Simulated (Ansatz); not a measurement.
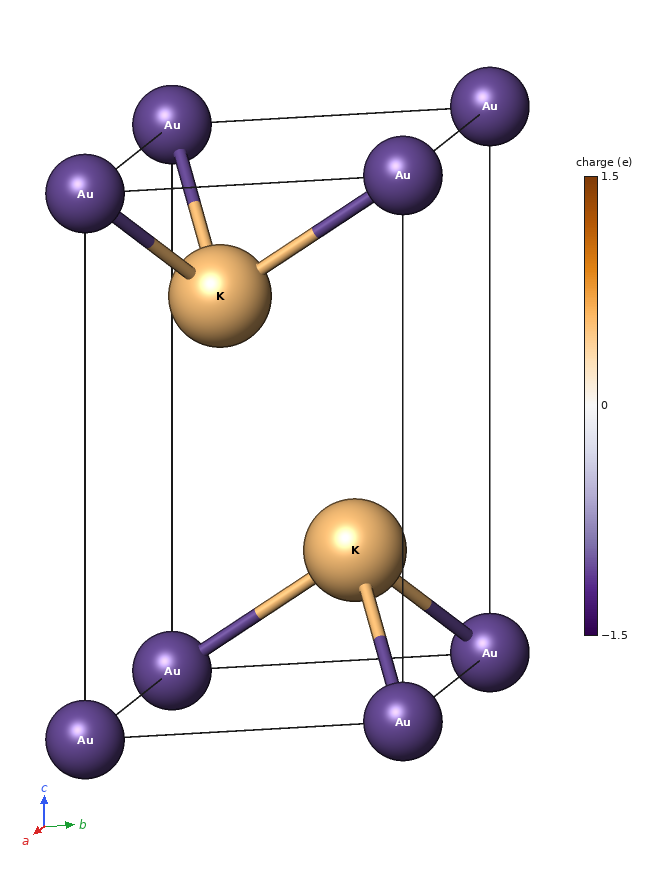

The crystal in a ball-and-stick representation, seen slightly off an axis. Lines trace the edges of the simulation cell. The atoms of this K2Au cell are coloured by their Bader charge.

Calculation details: DFT LDA, scalar-relativistic, plane waves, PAW in Ansatz 0.2.0; a kinetic-energy cutoff of 420 eV, Brillouin-zone sampling on a 12×12×6 mesh, Gaussian smearing of 0.1 eV, no spin polarisation.

Describe the charge distribution among the elements.

Most positive: K; most negative: Au. Charges: about K +0.5 e; Au -1.0 e.

The model was built from a structure type filled with these elements by a generator (whether the compound takes this form wasn't checked). Earlier steps of the study may have refined or changed the cell and positions. Ansatz was used for an electronic-structure calculation on it.
